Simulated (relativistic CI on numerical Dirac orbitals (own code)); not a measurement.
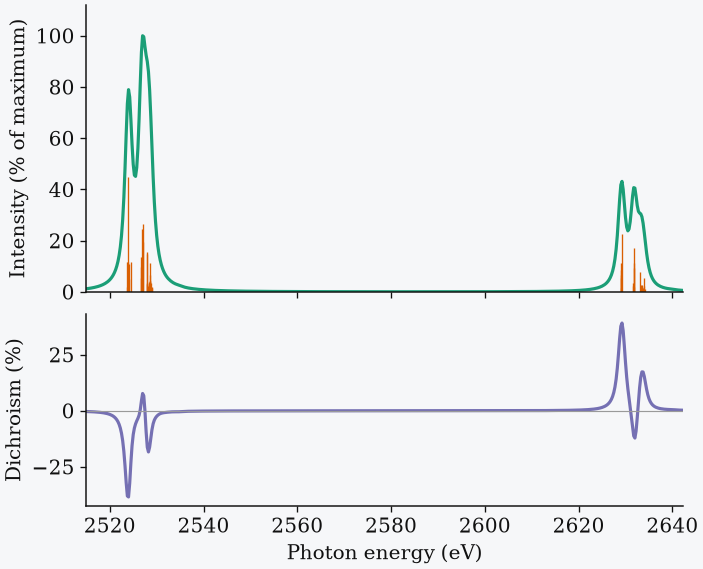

Computed core-level spectrum (absorption) of an ion of charge +3 in a field of Oh symmetry with 10Dq = 36,050 cm⁻¹. Sticks are the strongest transitions, on a scale of their own. Multiplet model: relativistic Dirac–Coulomb–Breit theory, one configuration a step, Slater integrals scaled by 0.7, 300 K, Voigt broadening (Lorentzian 1.6 eV, Gaussian 0.5 eV full widths), computed with a radial Dirac CI code. Dichroism is for the ground state at zero temperature, magnetised by an exchange field of 10 meV on Sz.

Which element and which edge or line is it?

L₂,₃ X-ray absorption of Mo³⁺ (molybdenum, Z = 42), initial configuration [Kr] 4d³. The main maxima lie at 2524.0 eV (79), 2527.1 eV (100), 2629.2 eV (43) and 2631.9 eV (41), heights in % of the largest; the centroid is at 2558.8 eV. The lower edge holds 0.69 of the intensity (branching ratio, edges parted at 2582 eV), and the core spin-orbit splitting of the orbitals is 109 eV. The ground state has S = 1.50. The circular dichroism (Δm = −1 less Δm = +1) is largest at 2629.2 eV, 39 % of the isotropic maximum; its integrals over the lower and upper edge are −0.044 and 0.047 of the sum over the three polarisations. The magnetised ground state has ⟨Lz⟩ = 0.09 and ⟨Sz⟩ = −1.50.

Limits of the model: free-ion energies, so absolute edge positions are off by a few eV from solids.
